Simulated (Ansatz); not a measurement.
System: CH7GaO.

Input

```
crystal:
  periodic: [false, false, false]
  atoms:
    - {symbol: Ga, position_ang: [-0.929356, 1.320262, -0.419503]}
    - {symbol: O, position_ang: [0.789793, 0.058682, -0.151073]}
    - {symbol: C, position_ang: [0.589544, -1.150660, 0.581673]}
    - {symbol: H, position_ang: [-1.902659, 0.184086, -0.938406]}
    - {symbol: H, position_ang: [-1.072361, 1.789978, 1.076600]}
    - {symbol: H, position_ang: [1.173258, -0.137409, -1.011181]}
    - {symbol: H, position_ang: [-0.251455, 2.261846, -1.488028]}
    - {symbol: H, position_ang: [1.540190, -1.669776, 0.715652]}
    - {symbol: H, position_ang: [0.196652, -0.859037, 1.553852]}
    - {symbol: H, position_ang: [-0.133706, -1.797870, 0.080410]}
basis:
  gaussian: {orbitals: def2-TZVPP}
hamiltonian: {xc: pbe0, dispersion: d4}
output: {orbitals: {seedname: orbitals}}
```

Run with:

```sh
ansatz run in.yaml --threads 4 --pin off --events-out ev --progress --plain --max-ram 9574MiB
```

The product side of a reaction path; geometry: PBE0-D4/def2-TZVP.

Computed with Ansatz 0.2.0, RKS PBE0-D4/def2-TZVPP.

Predict the electron density and electron localisation function between the atoms.

C–O (1.43 Å): ρ is about 2 e/Å³ halfway, with its minimum of 1.7 e/Å³ about 0.5 Å from C; the ELF peaks at about 0.90 between the atoms, as expected for a shared but strongly polarised pair.
Ga–O (2.15 Å): ρ is about 0.38 e/Å³ halfway; the ELF peaks at about 0.90 in the valence shell of O, 0.6 Å from its nucleus, and is about 0.20 at the midpoint.
C–H (1.09 Å): the density is about 2.1 e/Å³ at the midpoint; the ELF climbs to about 1 towards the hydrogen, as it does in any bond to H; a covalent bond by its length.
Ga–H (1.58 Å): ρ at the midpoint is about 0.96 e/Å³; the ELF climbs to about 1 towards the hydrogen.

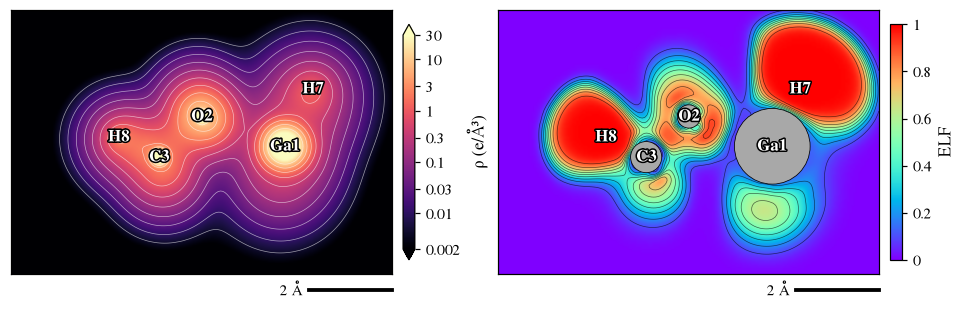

Computed electron density and electron localisation function on the plane of atoms O2, C3 and H8, in this order. Grey discs cover the atomic cores in the ELF map. 
